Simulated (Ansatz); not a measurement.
# H₅NOSi + H₂ + H₂O: a complex and its separated parts, part 3 of 3

Ansatz 0.2.0, Gaussian basis. Earlier steps stand in the parts before.

## (19) RPA on PBE/def2-TZVPP

The inputs:

parta/in.yaml

```yaml
crystal:
  periodic: [false, false, false]
  atoms:
    - {symbol: Si, position_ang: [-1.101150, -1.222317, -0.131275]}
    - {symbol: H, position_ang: [-2.538421, -1.600374, -0.188258]}
    - {symbol: H, position_ang: [-0.234645, -2.332119, 0.322131]}
    - {symbol: N, position_ang: [-1.039917, 0.068905, 0.980798]}
    - {symbol: O, position_ang: [-0.522730, -0.913808, -1.644778]}
    - {symbol: H, position_ang: [-1.840175, 0.641227, 1.184880]}
    - {symbol: H, position_ang: [-0.183481, 0.467840, 1.325113]}
    - {symbol: H, position_ang: [-0.950222, -0.217718, -2.145564]}
basis:
  gaussian: {orbitals: def2-TZVPP}
hamiltonian: {xc: pbe}
correlation: {method: rpa}
```

partb/in.yaml

```yaml
crystal:
  periodic: [false, false, false]
  atoms:
    - {symbol: H, position_ang: [1.273686, 3.059415, 1.092548]}
    - {symbol: H, position_ang: [1.486329, 2.447547, 0.722178]}
basis:
  gaussian: {orbitals: def2-TZVPP}
hamiltonian: {xc: pbe}
correlation: {method: rpa}
```

partc/in.yaml

```yaml
crystal:
  periodic: [false, false, false]
  atoms:
    - {symbol: H, position_ang: [1.253497, -0.154754, -0.975204]}
    - {symbol: O, position_ang: [1.822347, 0.175652, -0.276594]}
    - {symbol: H, position_ang: [2.575086, -0.419398, -0.265876]}
basis:
  gaussian: {orbitals: def2-TZVPP}
hamiltonian: {xc: pbe}
correlation: {method: rpa}
```

The same command starts each run, in its folder.

Run with:

```console
$ ansatz run in.yaml --threads 8 --pin off --events-out ev --progress --plain --max-ram 19148MiB
```

Log of parta (excerpt; [...] marks lines left out):

```text
Functional definition: PBE
  name "PBE"
  cite "Perdew, Burke & Ernzerhof, Phys. Rev. Lett. 77, 3865 (1996) doi:10.1103/PhysRevLett.77.3865"
  parent pbe
[...]
1016 factors; integrals over basis functions are off by at most 1.2e-3 eV
[...]
mean field -11491.81830501 eV, -422.3165332749 hartree, gradient 5.4e-6 eV, S^2 0.000000; 0 other end points of the search recorded, 0 dependent functions left out
7 core orbitals not correlated: weight in the atoms' cores, before any rotation towards them, 1.000 or more for the frozen orbitals, at most 0.000 for the correlated occupied ones
reference -11463.43413167 eV, -421.2734341442 hartree; 10, 10 occupied and 157, 157 virtual orbitals, 1016 factors
Total energy: -11489.47602460 eV, -422.2304560574 hartree
```

Output in partb (excerpt; [...] marks lines left out):

```text
[... 4 set-up lines as earlier in the session ...]
[...]
145 factors; integrals over basis functions are off by at most 7.3e-4 eV
[...]
mean field -31.73221760 eV, -1.1661374878 hartree, gradient 1.4e-6 eV, S^2 0.000000; 0 other end points of the search recorded, 0 dependent functions left out
reference -30.80639928 eV, -1.1321142920 hartree; 1, 1 occupied and 27, 27 virtual orbitals, 145 factors
Total energy: -32.86230451 eV, -1.2076674160 hartree
```

Output in partc (excerpt; [...] marks lines left out):

```text
[... 4 set-up lines as earlier in the session ...]
[...]
361 factors; integrals over basis functions are off by at most 7.6e-4 eV
[...]
mean field -2078.40756863 eV, -76.3800693519 hartree, gradient 2.1e-6 eV, S^2 0.000000; 0 other end points of the search recorded, 0 dependent functions left out
1 core orbitals not correlated: weight in the atoms' cores, before any rotation towards them, 1.000 or more for the frozen orbitals, at most 0.000 for the correlated occupied ones
reference -2069.53693148 eV, -76.0540794495 hartree; 4, 4 occupied and 54, 54 virtual orbitals, 361 factors
Total energy: -2080.48261977 eV, -76.4563260747 hartree
```

Times: 0.9 s (parta), 0.1 s (partb), 0.15 s (partc) on 8 threads of Arm Neoverse V2, shared host.

## (20) CCSD(T)/def2-TZVPP

Each input of step 19 (parta, partb, partc) changes in the same lines:

```diff
-hamiltonian: {xc: pbe}
-correlation: {method: rpa}
+correlation: {method: ccsd_t}
```

One command serves all of them, each in its own folder.

Run with:

```console
$ ansatz run in.yaml --threads 8 --pin off --events-out ev --progress --plain --max-ram 19148MiB
```

Output in parta (excerpt; [...] marks lines left out):

```text
Functional definition: HF
  name "HF"
  cite "Fock, Z. Phys. 61, 126 (1930) doi:10.1007/BF01340294"
[... 1 set-up line as earlier in the session ...]
[...]
1016 factors; integrals over basis functions are off by at most 1.2e-3 eV
[...]
mean field -11464.46814702 eV, -421.3114335073 hartree, gradient 7.0e-6 eV, S^2 0.000000; 0 other end points of the search recorded, 0 dependent functions left out
7 core orbitals not correlated: weight in the atoms' cores, before any rotation towards them, 1.000 or more for the frozen orbitals, at most 0.000 for the correlated occupied ones
reference -11464.46814702 eV, -421.3114335073 hartree; 10, 10 occupied and 157, 157 virtual orbitals, 1016 factors
second order -15.94660638 eV of doubles, -0.00000000 eV of singles
cycle   1  -16.21406938 eV  change   -2.7e-1 eV  update   7.8e-2
[...]
cycle   9  -16.64704249 eV  change   -4.1e-6 eV  update   1.3e-5
perturbative correction -0.56431902 eV, -0.0207383415 hartree
Total energy: -11481.67950853 eV, -421.9439393765 hartree
```

Output in partb (excerpt; [...] marks lines left out):

```text
[... 4 set-up lines as earlier in the session ...]
[...]
145 factors; integrals over basis functions are off by at most 7.3e-4 eV
[...]
mean field -30.82770336 eV, -1.1328972026 hartree, gradient 4.3e-7 eV, S^2 0.000000; 0 other end points of the search recorded, 0 dependent functions left out
reference -30.82770336 eV, -1.1328972026 hartree; 1, 1 occupied and 27, 27 virtual orbitals, 145 factors
second order -0.86257524 eV of doubles, -0.00000000 eV of singles
cycle   1  -1.00723088 eV  change   -1.4e-1 eV  update   2.6e-2
[...]
cycle   7  -1.07308009 eV  change    5.9e-7 eV  update   4.2e-7
perturbative correction 0.00000000 eV, 0.0000000000 hartree
Total energy: -31.90078345 eV, -1.1723321686 hartree
```

partc printed (excerpt; [...] marks lines left out):

```text
[... 4 set-up lines as earlier in the session ...]
[...]
361 factors; integrals over basis functions are off by at most 7.6e-4 eV
[...]
mean field -2069.76238254 eV, -76.0623646231 hartree, gradient 3.6e-6 eV, S^2 0.000000; 0 other end points of the search recorded, 0 dependent functions left out
1 core orbitals not correlated: weight in the atoms' cores, before any rotation towards them, 1.000 or more for the frozen orbitals, at most 0.000 for the correlated occupied ones
reference -2069.76238254 eV, -76.0623646231 hartree; 4, 4 occupied and 54, 54 virtual orbitals, 361 factors
second order -7.10560157 eV of doubles, -0.00000000 eV of singles
cycle   1  -7.11165378 eV  change   -6.1e-3 eV  update   4.1e-2
[...]
cycle   8  -7.26611475 eV  change    3.4e-6 eV  update   7.2e-6
perturbative correction -0.20740741 eV, -0.0076220817 hartree
Total energy: -2077.23590470 eV, -76.3370114968 hartree
```

Wall times: 6.5 s (parta), 0.1 s (partb), 0.15 s (partc) on 8 threads of Arm Neoverse V2, shared host; peak memory 1.5 GiB.

## (21) Vibrations of H₅NOSi

File vib-parta/in.yaml:

```yaml
crystal:
  periodic: [false, false, false]
  atoms:
    - {symbol: Si, position_ang: [-1.101150, -1.222317, -0.131275]}
    - {symbol: H, position_ang: [-2.538421, -1.600374, -0.188258]}
    - {symbol: H, position_ang: [-0.234645, -2.332119, 0.322131]}
    - {symbol: N, position_ang: [-1.039917, 0.068905, 0.980798]}
    - {symbol: O, position_ang: [-0.522730, -0.913808, -1.644778]}
    - {symbol: H, position_ang: [-1.840175, 0.641227, 1.184880]}
    - {symbol: H, position_ang: [-0.183481, 0.467840, 1.325113]}
    - {symbol: H, position_ang: [-0.950222, -0.217718, -2.145564]}
basis:
  gaussian: {orbitals: def2-TZVP}
hamiltonian: {xc: pbe0, dispersion: d4}
phonons: {temperatures: {t_min: 298.15, t_max: 900, t_step: 200}}
```

Run with:

```console
$ ansatz run in.yaml --threads 8 --pin off --events-out ev --progress --plain --max-ram 19148MiB
```

Log (excerpt; [...] marks lines left out):

```text
[... 5 set-up lines as earlier in the session ...]
[...]
794 factors; their error is unknown
[...]
mean field -11492.69259893 eV, -422.3486629839 hartree, gradient 3.6e-5 eV, S^2 0.000000; 0 other end points of the search recorded, 0 dependent functions left out
[...]
Atom 5 at    -1.840175     0.641227     1.184880 Å, force    -0.000243     0.000407     0.000293 eV/Å
Atom 6 at    -0.183481     0.467840     1.325113 Å, force     0.000194     0.000653     0.000356 eV/Å
Atom 7 at    -0.950222    -0.217718    -2.145564 Å, force     0.000073     0.000248    -0.000290 eV/Å
Dipole moment:    -0.162627     0.462862     0.090980 e Å
Vibrations: 119.22 266.14 295.38 354.70 552.81 746.95 820.84 871.28 891.86 921.35 945.96 956.39 1580.15 2216.25 2260.82 3626.58 3725.40 3920.67 cm⁻¹, zero-point energy 1.554310 eV
```

Run time: 16 s. Hardware: 8 threads of Arm Neoverse V2, shared host.

The modes, with what each moves most:

```
mode  wavenumber (cm⁻¹)               character
   1                119                 torsion
   2                266                 torsion
   3                295                 torsion
   4                355       bend with torsion
   5                553       bend with torsion
   6                747                    bend
   7                821   Si–O and Si–N stretch
   8                871  bend with Si–N stretch
   9                892                    bend
  10                921  bend with Si–O stretch
  11                946       torsion with bend
  12                956                    bend
  13               1580                    bend
  14               2216            Si–H stretch
  15               2261            Si–H stretch
  16               3627             N–H stretch
  17               3725             N–H stretch
  18               3921             O–H stretch
```

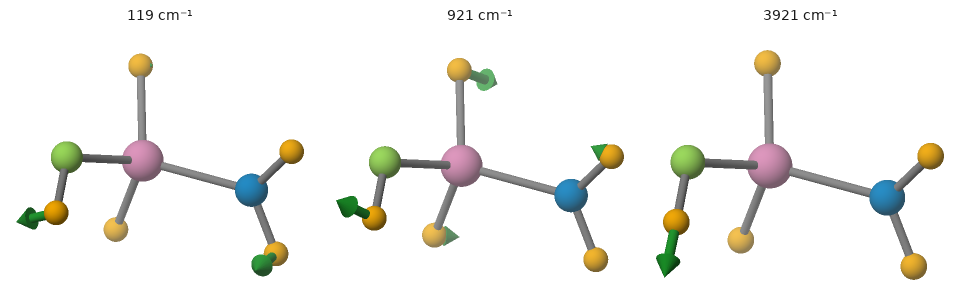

Displacements of 3 modes, as arrows.

Vibrational sums (real modes only):

| T (K) | entropy (J/mol/K) | heat capacity (J/mol/K) |
| --- | --- | --- |
| 298 | 37.5 | 49.6 |
| 498 | 69.9 | 76.3 |
| 698 | 98.4 | 92.3 |
| 898 | 123.1 | 103.5 |

## (22) Vibrations of H₂

File vib-partb/in.yaml:

```yaml
crystal:
  periodic: [false, false, false]
  atoms:
    - {symbol: H, position_ang: [1.273686, 3.059415, 1.092548]}
    - {symbol: H, position_ang: [1.486329, 2.447547, 0.722178]}
basis:
  gaussian: {orbitals: def2-TZVP}
hamiltonian: {xc: pbe0, dispersion: d4}
phonons: {temperatures: {t_min: 298.15, t_max: 900, t_step: 200}}
```

Run with:

```console
$ ansatz run in.yaml --threads 8 --pin off --events-out ev --progress --plain --max-ram 19148MiB
```

Log (excerpt; [...] marks lines left out):

```text
[... 5 set-up lines as earlier in the session ...]
[...]
88 factors; their error is unknown
[...]
mean field -31.78865268 eV, -1.1682114390 hartree, gradient 1.7e-5 eV, S^2 0.000000; 0 other end points of the search recorded, 0 dependent functions left out
[...]
reference -31.78856094 eV, -1.1682080675 hartree; 1, 1 occupied and 11, 11 virtual orbitals, 88 factors
Total energy: -31.79027511 eV, -1.1682710619 hartree
Atom 0 at     1.273686     3.059415     1.092548 Å, force     0.000574    -0.001653    -0.001001 eV/Å
Atom 1 at     1.486329     2.447547     0.722178 Å, force    -0.000574     0.001653     0.001001 eV/Å
Dipole moment:     0.000000     0.000000     0.000000 e Å
Vibrations: 4414.29 cm⁻¹, zero-point energy 0.273651 eV
```

It took 0.15 s on 8 threads of Arm Neoverse V2, shared host.

The modes, with what each moves most:

```csv
mode,wavenumber (cm⁻¹),character
1,4414,H–H stretch
```

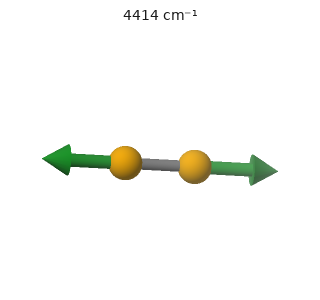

Displacements of 1 modes, as arrows.

Vibrational sums (real modes only):

| T (K) | entropy (J/mol/K) | heat capacity (J/mol/K) |
| --- | --- | --- |
| 298 | 0.0 | 0.0 |
| 498 | 0.0 | 0.0 |
| 698 | 0.0 | 0.1 |
| 898 | 0.1 | 0.4 |

## (23) Vibrations of H₂O

File vib-partc/in.yaml:

```yaml
crystal:
  periodic: [false, false, false]
  atoms:
    - {symbol: H, position_ang: [1.253497, -0.154754, -0.975204]}
    - {symbol: O, position_ang: [1.822347, 0.175652, -0.276594]}
    - {symbol: H, position_ang: [2.575086, -0.419398, -0.265876]}
basis:
  gaussian: {orbitals: def2-TZVP}
hamiltonian: {xc: pbe0, dispersion: d4}
phonons: {temperatures: {t_min: 298.15, t_max: 900, t_step: 200}}
```

Run with:

```console
$ ansatz run in.yaml --threads 8 --pin off --events-out ev --progress --plain --max-ram 19148MiB
```

Log (excerpt; [...] marks lines left out):

```text
[... 5 set-up lines as earlier in the session ...]
[...]
239 factors; their error is unknown
[...]
mean field -2078.33307672 eV, -76.3773318245 hartree, gradient 1.2e-5 eV, S^2 0.000000; 0 other end points of the search recorded, 0 dependent functions left out
[...]
Total energy: -2078.33734661 eV, -76.3774887404 hartree
Atom 0 at     1.253497    -0.154754    -0.975204 Å, force     0.000004     0.000459     0.000410 eV/Å
Atom 1 at     1.822347     0.175652    -0.276594 Å, force     0.000190    -0.000958    -0.000712 eV/Å
Atom 2 at     2.575086    -0.419398    -0.265876 Å, force    -0.000195     0.000499     0.000303 eV/Å
Dipole moment:     0.067803    -0.341231    -0.253637 e Å
Vibrations: 1622.95 3851.49 3959.17 cm⁻¹, zero-point energy 0.584809 eV
```

Run time: 0.4 s. Hardware: 8 threads of Arm Neoverse V2, shared host.

Wavenumbers and character of the modes:

```csv
mode,wavenumber (cm⁻¹),character
1,1623,bend
2,3851,O–H stretch
3,3959,O–H stretch
```

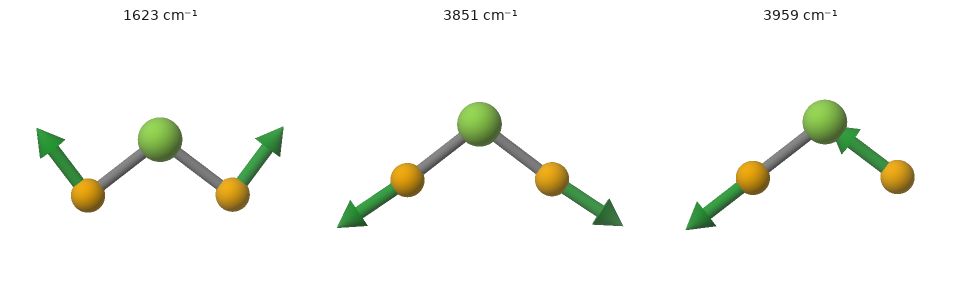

How the atoms move in 3 of the modes.

Vibrational sums (real modes only):

| T (K) | entropy (J/mol/K) | heat capacity (J/mol/K) |
| --- | --- | --- |
| 298 | 0.0 | 0.2 |
| 498 | 0.4 | 1.7 |
| 698 | 1.4 | 3.9 |
| 898 | 2.6 | 6.1 |

## (24) Complex less separated parts

The complex's own energies come from single points at the same levels.

Rows are in def2-TZVPP; times add the 4 runs of a level on a shared host, so small differences are noise.

Differences are taken before rounding.

```
      method                    rung  complex less parts (kJ/mol)  from CCSD(T) (kJ/mol)   time
       SPW92                     LDA                        -56.1                  -24.2  1.1 s
      PBE-D4                     GGA                        -38.8                   -6.9  1.5 s
     BLYP-D4                     GGA                        -35.6                   -3.6  1.6 s
   r2SCAN-D4                meta-GGA                        -35.5                   -3.5  3.2 s
      B97M-V                meta-GGA                        -35.3                   -3.3  5.6 s
     PBE0-D4                  hybrid                        -35.7                   -3.8  1.9 s
    B3LYP-D4                  hybrid                        -35.1                   -3.2    2 s
  r2SCAN0-D4                  hybrid                        -34.6                   -2.6  3.5 s
    BHLYP-D4                  hybrid                        -34.9                   -3.0  1.9 s
CAM-B3LYP-D4  range-separated hybrid                        -37.4                   -5.5  2.1 s
     wB97X-V  range-separated hybrid                        -34.7                   -2.7  4.9 s
     wB97M-V  range-separated hybrid                        -35.4                   -3.5  5.4 s
      B2PLYP           double hybrid                        -28.4                   +3.5  3.5 s
    PBE-QIDH           double hybrid                        -30.6                   +1.4  3.4 s
  RPA on PBE                     RPA                        -27.5                   +4.4  3.5 s
Hartree-Fock            wavefunction                        -13.8                  +18.2       
         MP2            wavefunction                        -32.1                   -0.2       
        CCSD            wavefunction                        -28.9                   +3.0       
     CCSD(T)            wavefunction                        -31.9                      0   80 s
```

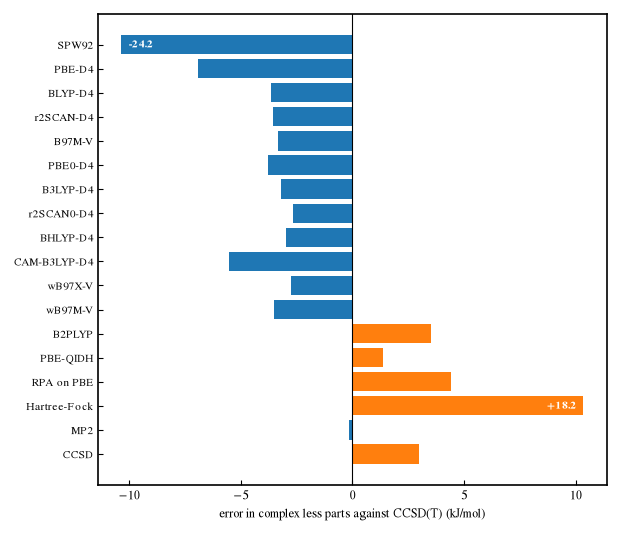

Deviations from CCSD(T), method by method. Bars with a number in them are cut short.

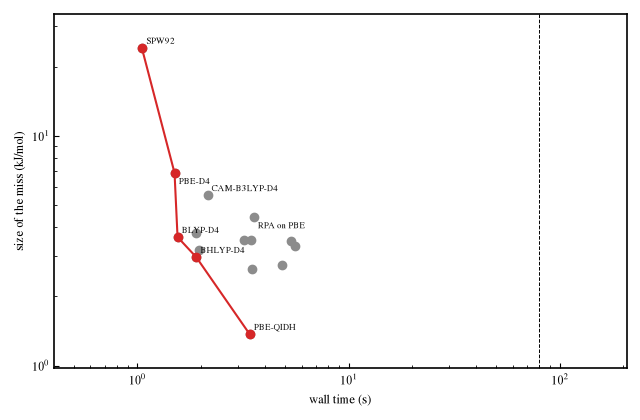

Miss against cost. Red marks the levels that no quicker level drawn beats (of those quicker than the yardstick), and the dashed line is the time of CCSD(T). Only those levels and the largest misses are named. Times are from a shared host.

PBE-QIDH reaches 1.4 kJ/mol from the reference in 3.4 s, where CCSD(T) took 80 s; the quickest level in the cost chart, SPW92, takes 1.1 s and misses by 24.2 kJ/mol.

The complex's zero-point energy, from a separate PBE0-D4 run, is 2.566 eV.

## (25) Summary of results

What follows sums up all 3 parts.

```
                              quantity         value
complex less parts, CCSD(T)/def2-TZVPP  -31.9 kJ/mol
                with zero-point energy  -17.1 kJ/mol
                 largest T1 diagnostic         0.011
```

At CCSD(T) the complex lies 31.9 kJ/mol below its parts. Among the functionals PBE-QIDH lands nearest to CCSD(T) (+1.4 kJ/mol) and SPW92 farthest (-24.2 kJ/mol). Mean unsigned error by rung: LDA 24.2, GGA 5.3, meta-GGA 3.4, hybrid 3.1, range-separated hybrid 3.9, double hybrid 2.4 kJ/mol. PBE-D4 gives a relative energy 6.9 kJ/mol too low, outside chemical accuracy (1 kcal/mol, 4.2 kJ/mol). No counterpoise was applied, and triple zeta lacks some correlation, so the CCSD(T) reference has a basis error of its own, and close matches with it are partly luck.
